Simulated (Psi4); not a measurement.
# HF/3-21G run of CH5AlO2 (SMILES C[Al](O)O)

What is the vertical singlet–triplet gap of CH5AlO2 at HF/3-21G? 

The calculation is run with Psi4 1.11.

## (1) The structure to begin with

CH5AlO2 has 9 atoms, charge 0, and is taken as a singlet. SMILES: `C[Al](O)O`. Geometry: relaxed at PBE0-D4/def2-TZVP. This is one conformer, not always the lowest.

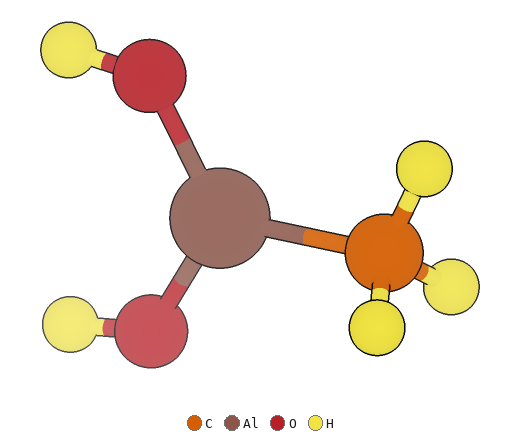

The structure, seen from a chosen angle (carbon orange, aluminium brown, oxygen red, hydrogen yellow).

## (2) Energy and forces at HF/3-21G

calc.in reads:

```
memory 2200 MB

molecule {
  C
  Al 1 r2
  O 2 r3 1 a3
  O 2 r4 3 a4 1 d4
  H 1 r5 2 a5 3 d5
  H 1 r6 5 a6 2 d6
  H 1 r7 6 a7 5 d7
  H 3 r8 2 a8 4 d8
  H 4 r9 2 a9 3 d9

  r2 = 1.9334
  r3 = 1.697645
  a3 = 118.62451
  r4 = 1.69786
  a4 = 122.31375
  d4 = -179.86856
  r5 = 1.093231
  a5 = 111.09246
  d5 = 50.69884
  r6 = 1.091765
  a6 = 108.41267
  d6 = -123.03645
  r7 = 1.093932
  a7 = 107.91429
  d7 = 115.273
  r8 = 0.954455
  a8 = 125.58357
  d8 = -0.37238
  r9 = 0.954573
  a9 = 125.38682
  d9 = 0.31744
  units angstrom
  symmetry c1
}

set {
  basis         3-21G
  puream        true
  e_convergence 1e-09
  d_convergence 1e-08
  scf_type      pk
}

result, w = gradient('scf', return_wfn=True)
oeprop(w, 'LOWDIN_CHARGES', 'DIPOLE', 'QUADRUPOLE')
print_variables()
```

On the command line:

```console
$ psi4 calc.in calc.out -n 1
```

calc.out:

```text
[...]
  Running in c1 symmetry.
[...]
  Nuclear repulsion =  158.332905006524697
[...]
  Multiplicity = 1
[...]
  Nalpha       = 20
  Nbeta        = 20
[...]
    Number of basis functions: 50
[...]
   @RHF iter   1:  -429.98556641055831   -1.27653e+00   1.34059e-02 DIIS/ADIIS
[...]
   @RHF iter  11:  -430.17300852084725   -3.75167e-12   5.51583e-09 DIIS
[...]
    Orbital Energies [Eh]
    ---------------------
    Doubly Occupied:
       1A    -58.059785     2A    -20.412421     3A    -20.412281
       4A    -11.126341     5A     -4.863003     6A     -3.168887
       7A     -3.166822     8A     -3.166777     9A     -1.291149
      10A     -1.279247    11A     -0.913502    12A     -0.670843
      13A     -0.645304    14A     -0.533213    15A     -0.529454
      16A     -0.516928    17A     -0.486812    18A     -0.462840
      19A     -0.460200    20A     -0.426182
[...]
  @RHF Final Energy:  -430.17300852084725
   => Energetics <=
    Nuclear Repulsion Energy =            158.3329050065246975
    One-Electron Energy =                -911.8278486807804484
    Two-Electron Energy =                 323.3219351534085035
    Total Energy =                       -430.1730085208472474
[...]
  -Total Gradient:
     Atom            X                  Y                   Z
    ------   -----------------  -----------------  -----------------
       1       -0.000244324423     0.000599840702     0.013113221931
       2        0.000346949380    -0.000310736178     0.011104372521
       3       -0.000111145067    -0.013998292977    -0.005856960913
       4       -0.000080406857     0.013877916957    -0.006004554238
       5       -0.002834050733    -0.002868234233    -0.000608444316
       6       -0.000482916572     0.004305928459    -0.000828076507
       7        0.003443746759    -0.001722045814    -0.000549813059
       8       -0.000008204804     0.011669625613    -0.005151916419
       9       -0.000029647683    -0.011554002528    -0.005217828999
[...]
 Multipole Moments:
 ------------------------------------------------------------------------------------
     Multipole            Electronic (a.u.)      Nuclear  (a.u.)        Total (a.u.)
 ------------------------------------------------------------------------------------
 L = 1.  Multiply by 2.5417464519 to convert [e a0] to [Debye]
 Dipole X            :         -0.0113400            0.0241119            0.0127719
 Dipole Y            :          0.0210416           -0.0344912           -0.0134495
 Dipole Z            :          4.2053415           -3.2037689            1.0015726
 Magnitude           :                                                    1.0017443
 L = 2.  Multiply by 1.3450342976 to convert [e a0^2] to [Debye ang]
 Quadrupole XX       :        -25.9646918            5.4998599          -20.4648320
 Quadrupole XY       :         -0.1660623            0.1551650           -0.0108972
[...]
```

Run time: 3.6 s. Hardware: 1 thread of Intel Xeon Platinum 8259CL at 2.50GHz (Skylake/Cascade Lake), shared host; peak memory 0.19 GiB.

## (3) The triplet: the energy at UHF/3-21G

calc.in reads:

```
memory 2200 MB

molecule molecule1 {
  0 3
  C     -0.025110     1.109820    -1.034090
  Al    -0.001290    -0.302910     0.285630
  O      0.957740    -1.672870    -0.006720
  O     -0.933740    -0.131550     1.694140
  H     -0.226970     0.712350    -2.032300
  H     -0.780650     1.863510    -0.803740
  H      0.945840     1.611200    -1.084700
  H      1.048330    -2.422320     0.577320
  H     -0.984140    -0.767250     2.404460
  symmetry c1
}

set globals {
  basis 3-21G
  reference uhf
  puream true
  e_convergence 1e-09
  d_convergence 1e-08
  scf_type pk
  maxiter 100
}

e_tot, wfn = energy("scf", return_wfn=True)
oeprop(wfn, "MULLIKEN_CHARGES", "MAYER_INDICES", "QUADRUPOLE", title="SCF")
```

On the command line:

```console
$ psi4 -n 1 calc.in calc.out
```

calc.out, shortened:

```text
[...]
  Running in c1 symmetry.
[...]
  Nuclear repulsion =  158.332931051724813
[...]
  Multiplicity = 3
[...]
  Nalpha       = 21
  Nbeta        = 19
[...]
    Number of basis functions: 50
[...]
   @UHF iter   1:  -429.68417248151889   -9.75130e-01   1.35736e-02 ADIIS/DIIS
[...]
   @UHF iter  21:  -429.89207895753179   -2.95586e-12   9.06309e-09 DIIS
[...]
   @S^2 Observed:                2.011697187E+00
[...]
  @UHF Final Energy:  -429.89207895753179
   => Energetics <=
    Nuclear Repulsion Energy =            158.3329310517248132
    One-Electron Energy =                -910.5632698032579810
    Two-Electron Energy =                 322.3382597940013738
    Total Energy =                       -429.8920789575317940
  UHF NO Occupations:
  HONO-2 :   19  A 1.9976922
  HONO-1 :   20  A 1.0000000
[...]
 Multipole Moments:
 ------------------------------------------------------------------------------------
     Multipole            Electronic (a.u.)      Nuclear  (a.u.)        Total (a.u.)
 ------------------------------------------------------------------------------------
 L = 1.  Multiply by 2.5417464519 to convert [e a0] to [Debye]
 Dipole X            :         -0.1183248            0.0010824           -0.1172424
 Dipole Y            :         -1.8162170            2.3336815            0.5174646
 Dipole Z            :          1.5658811           -2.1954114           -0.6295303
 Magnitude           :                                                    0.8233005
 L = 2.  Multiply by 1.3450342976 to convert [e a0^2] to [Debye ang]
 Quadrupole XX       :        -91.2923212           64.0647149          -27.2276063
 Quadrupole XY       :         51.4644479          -49.5178517            1.9465962
[...]
  Mulliken Charges: (a.u.)
   Center  Symbol    Alpha    Beta     Spin     Total
       1     C     3.89203  2.91223  0.97980 -0.80426
       2    AL     6.62055  5.55975  1.06080  0.81970
       3     O     4.43577  4.43386  0.00191 -0.86963
       4     O     4.43400  4.43284  0.00115 -0.86684
       5     H     0.33743  0.36065 -0.02322  0.30193
       6     H     0.31962  0.36055 -0.04093  0.31983
       7     H     0.33429  0.36176 -0.02747  0.30395
       8     H     0.31229  0.28912  0.02317  0.39860
       9     H     0.31404  0.28925  0.02478  0.39671
   Total alpha = 21.00000, Total beta = 19.00000, Total charge =  0.00000
[...]
```

It took 3.9 s on 1 thread of Intel Xeon Platinum 8259CL at 2.50GHz (Skylake/Cascade Lake), shared host; peak memory 0.19 GiB.

## (4) Results

At HF/3-21G:

| quantity | value |
| --- | --- |
| singlet: total energy | -430.17301 Eh |
| singlet: dipole moment | 2.55 D |
| singlet: HOMO energy | -11.60 eV |
| singlet: LUMO energy | 3.52 eV |
| singlet: HOMO–LUMO gap | 15.11 eV |
| singlet: largest force on an atom | 0.780 eV/Å |
| triplet: total energy | -429.89208 Eh |
| triplet: dipole moment | 2.09 D |
| triplet: HOMO energy (highest over α and β) | -2.95 eV |
| triplet: LUMO energy (lowest over α and β) | -2.40 eV |
| triplet: ⟨S²⟩ | 2.012 |
| vertical energy of the triplet above the singlet | 7.644 eV |

At this shape the triplet lies 7.64 eV (176 kcal/mol) above the singlet. The largest force (singlet) is 0.78 eV/Å: the shape isn't a stationary point for this species at this level. Mulliken charges (triplet) run from -0.87 on O3 to +0.82 on Al2.
